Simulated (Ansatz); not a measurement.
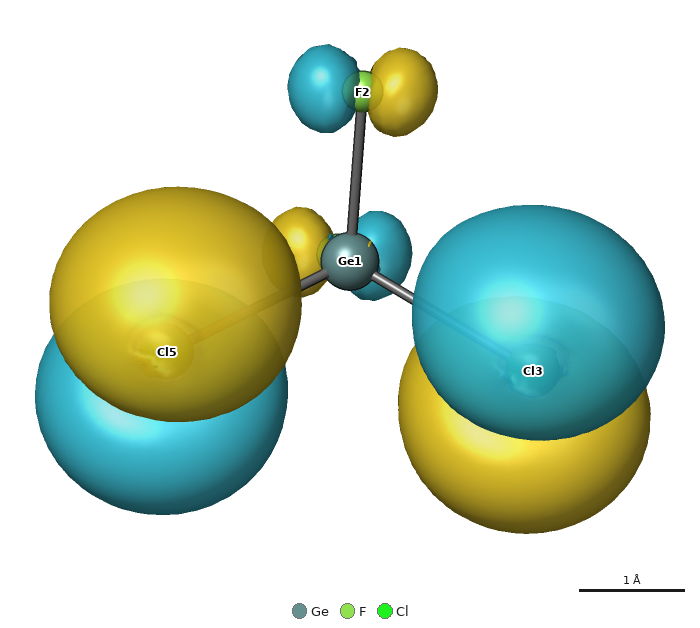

The picture shows: Cl₂F₂Ge. The HOMO−1 at ±0.08 Å⁻³ᐟ² (yellow and cyan are the two phases), seen at a tilt.

Level of theory: RKS PBE0-D4/def2-SVP (Ansatz 0.2.0).

```xyz
5

Ge    0.0289   -0.0494   -0.0400
F     0.0035   -0.0056    1.6700
Cl    2.0247    0.0040   -0.7126
F    -0.7855    1.3614   -0.5625
Cl   -1.0150   -1.7510   -0.7130
```

Where does this orbital lie, and at what energy?

It lies mainly on Cl3 (about 45 %) and Cl5 (about 45 %); largely a combination of lone pairs on Cl3 and Cl5. Its energy is −10.19 eV.
